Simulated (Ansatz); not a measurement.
## Geometry relaxation of C2H4InN (part 2 of 2)

C2H4InN, SMILES [InH2][C]1=NC1; RKS PBE0-D4/def2-TZVP (Ansatz 0.2.0). The geometry: GFN2-xTB start.

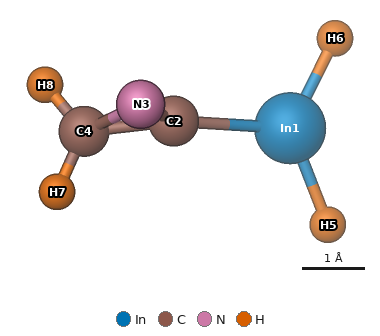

Figure 1. The geometry at step 15 of the log (ball-and-stick view, seen at a tilt; atoms are numbered from 1 in the order of the input).

## Trajectory as extended XYZ, continued
```
8
Properties=species:S:1:pos:R:3:forces:R:3 step=7 energy=-8797.10662
In   -0.9770    1.5999   -0.1822   -0.0389   0.0275   0.0312
C     0.2511   -0.1084    0.2599    0.0968   0.0045   0.0808
N     1.1775   -0.4444    1.0442   -0.1712  -0.1104  -0.2591
C     0.7562   -1.4654    0.0103    0.1078   0.0150   0.0977
H    -1.1763    1.9687   -1.8497    0.0141   0.0014   0.0464
H    -1.6902    2.4369    1.1416    0.0352  -0.0459  -0.0710
H     1.4607   -1.6604   -0.7997   -0.1178   0.0231   0.1204
H     0.1979   -2.3269    0.3755    0.0740   0.0849  -0.0464
8
Properties=species:S:1:pos:R:3:forces:R:3 step=8 energy=-8797.10904
In   -0.9884    1.5930   -0.1828    0.0211   0.0586   0.0094
C     0.2497   -0.1084    0.2520    0.0034   0.0141   0.0278
N     1.1941   -0.4299    1.0182   -0.0733  -0.0917  -0.1390
C     0.7538   -1.4680    0.0156    0.0857  -0.0045   0.0595
H    -1.1457    1.9974   -1.8464   -0.0082  -0.0115   0.0460
H    -1.7098    2.4152    1.1428    0.0056  -0.0456  -0.0548
H     1.4382   -1.6746   -0.8071   -0.0871   0.0153   0.0885
H     0.2082   -2.3247    0.4077    0.0528   0.0652  -0.0374
8
Properties=species:S:1:pos:R:3:forces:R:3 step=9 energy=-8797.11013
In   -0.9748    1.5847   -0.1757   -0.0839   0.1494  -0.0364
C     0.2583   -0.1083    0.2485    0.0184  -0.0524   0.0159
N     1.2241   -0.4241    0.9885    0.0155  -0.0372  -0.0252
C     0.7526   -1.4739    0.0216    0.0315   0.0027   0.0213
H    -1.1297    2.0387   -1.8259    0.0230  -0.0303   0.0040
H    -1.7564    2.3998    1.1176    0.0174  -0.0534   0.0063
H     1.4081   -1.6956   -0.8175   -0.0351  -0.0002   0.0295
H     0.2177   -2.3214    0.4428    0.0131   0.0214  -0.0155
8
Properties=species:S:1:pos:R:3:forces:R:3 step=10 energy=-8797.11491
In   -0.9779    1.6001   -0.1797    0.0035  -0.0352  -0.0014
C     0.2665   -0.1004    0.2391    0.0325   0.0502   0.0126
N     1.2730   -0.3980    0.9327   -0.0429  -0.0186  -0.0170
C     0.7443   -1.4761    0.0328   -0.0060   0.0242   0.0121
H    -1.0679    2.0791   -1.8246    0.0102   0.0018  -0.0007
H    -1.8144    2.3294    1.1262    0.0006  -0.0113   0.0034
H     1.3499   -1.7285   -0.8326   -0.0070  -0.0144  -0.0225
H     0.2265   -2.3056    0.5061    0.0091   0.0033   0.0136
8
Properties=species:S:1:pos:R:3:forces:R:3 step=11 energy=-8797.10708 accepted=F
In   -0.9736    1.6085   -0.1808   -0.1005   0.0014   0.0017
C     0.2893   -0.0811    0.2148    0.6774  -0.1494   0.3195
N     1.3776   -0.3452    0.8110   -0.7434  -0.1222  -0.4419
C     0.7264   -1.4807    0.0569    0.0727   0.0132   0.0021
H    -0.9418    2.1856   -1.8061   -0.0135  -0.0091   0.1376
H    -1.9480    2.1857    1.1226    0.0934  -0.0309  -0.1468
H     1.2216   -1.8023   -0.8673   -0.1690   0.0588   0.2959
H     0.2487   -2.2704    0.6488    0.1830   0.2383  -0.1681
8
Properties=species:S:1:pos:R:3:forces:R:3 step=12 energy=-8797.11723
In   -0.9733    1.5901   -0.1861   -0.0197   0.0911   0.0078
C     0.2994   -0.0747    0.2325   -0.0742  -0.0608  -0.0185
N     1.3232   -0.3841    0.8905    0.1239   0.0035   0.0286
C     0.7310   -1.4684    0.0433    0.0086  -0.0778  -0.0419
H    -1.0179    2.1234   -1.8155   -0.0043  -0.0068   0.0028
H    -1.8681    2.2478    1.1194   -0.0212  -0.0083  -0.0124
H     1.2826   -1.7574   -0.8490   -0.0050   0.0075   0.0556
H     0.2232   -2.2767    0.5650   -0.0080   0.0515  -0.0219
8
Properties=species:S:1:pos:R:3:forces:R:3 step=13 energy=-8797.11945
In   -0.9674    1.5956   -0.1834   -0.0442   0.0565   0.0498
C     0.3245   -0.0606    0.2243    0.0425  -0.0822   0.0474
N     1.3798   -0.3681    0.8356   -0.0519  -0.0532  -0.0987
C     0.7218   -1.4688    0.0530    0.0553  -0.0618  -0.0530
H    -0.9655    2.1675   -1.8004   -0.0070   0.0058   0.0118
H    -1.9391    2.1817    1.1084    0.0291  -0.0260  -0.0668
H     1.2197   -1.7943   -0.8631   -0.0658   0.0555   0.1707
H     0.2262   -2.2529    0.6257    0.0420   0.1054  -0.0612
8
Properties=species:S:1:pos:R:3:forces:R:3 step=14 energy=-8797.12092
In   -0.9638    1.6005   -0.1822   -0.0296  -0.0042   0.0259
C     0.3274   -0.0615    0.2222    0.0118  -0.0056   0.0050
N     1.3914   -0.3658    0.8188   -0.0298  -0.0495  -0.0508
C     0.7206   -1.4711    0.0558    0.0401  -0.0498  -0.0317
H    -0.9582    2.1848   -1.7951    0.0044   0.0064   0.0156
H    -1.9545    2.1657    1.1012    0.0212  -0.0100  -0.0374
H     1.2073   -1.8048   -0.8613   -0.0547   0.0401   0.1161
H     0.2298   -2.2478    0.6406    0.0365   0.0726  -0.0427
8
Properties=species:S:1:pos:R:3:forces:R:3 step=15 energy=-8797.12278
In   -0.9633    1.5982   -0.1825    0.0005  -0.0056   0.0007
C     0.3383   -0.0569    0.2113    0.0146   0.0093   0.0070
N     1.4171   -0.3601    0.7812   -0.0200   0.0046  -0.0169
C     0.7158   -1.4723    0.0624    0.0175  -0.0085   0.0134
H    -0.9330    2.2237   -1.7787    0.0042   0.0038   0.0011
H    -1.9861    2.1260    1.0869   -0.0031  -0.0034  -0.0005
H     1.1728   -1.8278   -0.8569   -0.0051   0.0003  -0.0106
H     0.2384   -2.2308    0.6763   -0.0086  -0.0005   0.0058
8
Properties=species:S:1:pos:R:3:forces:R:3 step=16 energy=-8797.12370
In   -0.9586    1.5983   -0.1857   -0.0263   0.0276  -0.0064
C     0.3622   -0.0426    0.1929    0.1781  -0.0605   0.0498
N     1.4745   -0.3425    0.7018   -0.2181  -0.0379  -0.1088
C     0.7041   -1.4719    0.0783    0.0394   0.0352   0.0566
H    -0.8695    2.2997   -1.7517   -0.0100  -0.0112   0.0514
H    -2.0560    2.0262    1.0643    0.0285  -0.0062  -0.0448
H     1.0900   -1.8733   -0.8564   -0.0267   0.0217   0.0418
H     0.2534   -2.1940    0.7564    0.0352   0.0312  -0.0396
8
Properties=species:S:1:pos:R:3:forces:R:3 step=17 energy=-8797.12443
In   -0.9531    1.5961   -0.1844   -0.0330   0.0307  -0.0217
C     0.3680   -0.0440    0.1895    0.0230  -0.0190   0.0040
N     1.4772   -0.3461    0.6975   -0.0350  -0.0269  -0.0299
C     0.7053   -1.4745    0.0803    0.0138   0.0159   0.0356
H    -0.8782    2.3139   -1.7418    0.0116  -0.0117   0.0186
H    -2.0622    2.0274    1.0508    0.0156  -0.0126  -0.0006
H     1.0866   -1.8795   -0.8537   -0.0082   0.0094   0.0161
H     0.2566   -2.1932    0.7618    0.0122   0.0142  -0.0221
8
Properties=species:S:1:pos:R:3:forces:R:3 step=18 energy=-8797.12461
In   -0.9568    1.5978   -0.1885    0.0162  -0.0106   0.0058
C     0.3707   -0.0407    0.1851   -0.0016  -0.0041  -0.0024
N     1.4834   -0.3441    0.6847    0.0246   0.0351   0.0171
C     0.7066   -1.4727    0.0858   -0.0729  -0.0024  -0.0362
H    -0.8641    2.3227   -1.7390   -0.0005   0.0015   0.0011
H    -2.0674    2.0046    1.0516   -0.0010  -0.0019  -0.0019
H     1.0714   -1.8830   -0.8520    0.0147  -0.0099   0.0120
H     0.2563   -2.1845    0.7723    0.0205  -0.0077   0.0045
8
Properties=species:S:1:pos:R:3:forces:R:3 step=19 energy=-8797.12495
In   -0.9556    1.5984   -0.1893   -0.0009  -0.0026  -0.0010
C     0.3696   -0.0414    0.1796   -0.0060   0.0025  -0.0027
N     1.4856   -0.3399    0.6741    0.0030  -0.0094  -0.0014
C     0.7024   -1.4738    0.0865    0.0020   0.0063   0.0016
H    -0.8581    2.3361   -1.7333    0.0012   0.0036  -0.0015
H    -2.0731    1.9947    1.0478   -0.0021   0.0008   0.0020
H     1.0662   -1.8916   -0.8482    0.0014  -0.0010  -0.0004
H     0.2629   -2.1826    0.7828    0.0012  -0.0002   0.0034
8
Properties=species:S:1:pos:R:3:forces:R:3 step=20 energy=-8797.12503
In   -0.9561    1.5971   -0.1920    0.0027   0.0109   0.0036
C     0.3730   -0.0404    0.1728    0.0107  -0.0118   0.0007
N     1.4957   -0.3364    0.6541   -0.0251  -0.0119  -0.0125
C     0.7002   -1.4749    0.0909    0.0124   0.0034   0.0038
H    -0.8454    2.3600   -1.7233   -0.0012  -0.0040   0.0026
H    -2.0869    1.9740    1.0400    0.0005  -0.0038  -0.0038
H     1.0494   -1.9042   -0.8448   -0.0065   0.0064   0.0146
H     0.2702   -2.1753    0.8023    0.0065   0.0109  -0.0090
8
Properties=species:S:1:pos:R:3:forces:R:3 step=21 energy=-8797.12496 accepted=F
In   -0.9510    1.6020   -0.1911   -0.0215  -0.0141  -0.0074
C     0.3781   -0.0373    0.1667    0.0273  -0.0078   0.0109
N     1.5061   -0.3344    0.6353   -0.0316  -0.0105  -0.0136
C     0.6974   -1.4744    0.0951    0.0108  -0.0049  -0.0042
H    -0.8341    2.3768   -1.7161    0.0032   0.0041   0.0109
H    -2.1018    1.9479    1.0323    0.0128   0.0057  -0.0062
H     1.0309   -1.9145   -0.8418   -0.0106   0.0105   0.0259
H     0.2745   -2.1661    0.8196    0.0095   0.0169  -0.0163
8
Properties=species:S:1:pos:R:3:forces:R:3 step=22 energy=-8797.12509
In   -0.9547    1.5985   -0.1923   -0.0005   0.0024  -0.0007
C     0.3749   -0.0393    0.1685   -0.0117  -0.0029  -0.0034
N     1.4998   -0.3352    0.6439    0.0102  -0.0035   0.0035
C     0.6990   -1.4748    0.0932    0.0049  -0.0037  -0.0025
H    -0.8390    2.3700   -1.7186   -0.0005   0.0002   0.0010
H    -2.0937    1.9611    1.0361    0.0001   0.0000  -0.0007
H     1.0405   -1.9100   -0.8423   -0.0032   0.0023   0.0065
H     0.2732   -2.1703    0.8115    0.0008   0.0051  -0.0038
8
Properties=species:S:1:pos:R:3:forces:R:3 step=23 energy=-8797.12509
In   -0.9543    1.5987   -0.1927   -0.0006  -0.0002  -0.0002
C     0.3756   -0.0393    0.1670    0.0005  -0.0039   0.0008
N     1.5019   -0.3348    0.6398   -0.0011   0.0017  -0.0002
C     0.6988   -1.4752    0.0942    0.0020  -0.0013  -0.0030
H    -0.8372    2.3751   -1.7163    0.0008   0.0003  -0.0004
H    -2.0965    1.9567    1.0340   -0.0001   0.0002   0.0009
H     1.0371   -1.9127   -0.8413   -0.0016   0.0007   0.0032
H     0.2746   -2.1687    0.8153    0.0001   0.0024  -0.0013
```

This output came from the following input.

## Input file
```yaml
crystal:
  periodic: [false, false, false]
  atoms:
    - {symbol: In, position_ang: [-0.997130, 1.597530, -0.180960]}
    - {symbol: C, position_ang: [0.174540, -0.182540, 0.228070]}
    - {symbol: N, position_ang: [1.013820, -0.513590, 1.109470]}
    - {symbol: C, position_ang: [0.804780, -1.491760, 0.013590]}
    - {symbol: H, position_ang: [-1.345010, 1.976160, -1.828710]}
    - {symbol: H, position_ang: [-1.523000, 2.612540, 1.103170]}
    - {symbol: H, position_ang: [1.610530, -1.601900, -0.702230]}
    - {symbol: H, position_ang: [0.261470, -2.396440, 0.257590]}
basis:
  gaussian: {orbitals: def2-TZVP}
hamiltonian: {xc: pbe0, dispersion: d4}
relax: {f_tol: 0.005, max_steps: 150}
```

Launched with:
```bash
ansatz run in.yaml --threads 2 --pin off --events-out ev --progress --plain --max-ram 4352MiB
```

## Summary

- outcome: converged
- total energy: −8797.1251 eV
- mean-field energy: −8797.0006 eV
- dispersion energy: −0.1246 eV
- SCF solution under orbital rotations: stable
- largest force (length of the vector) at the end: 0.004 eV/Å
- dipole moment: 2.60 D
- hardware: 2 threads of Arm Neoverse V1, 23 GiB of memory available, shared host
- wall time: 1.7 min (CPU time 3.3 min)
- peak memory: 0.38 GiB
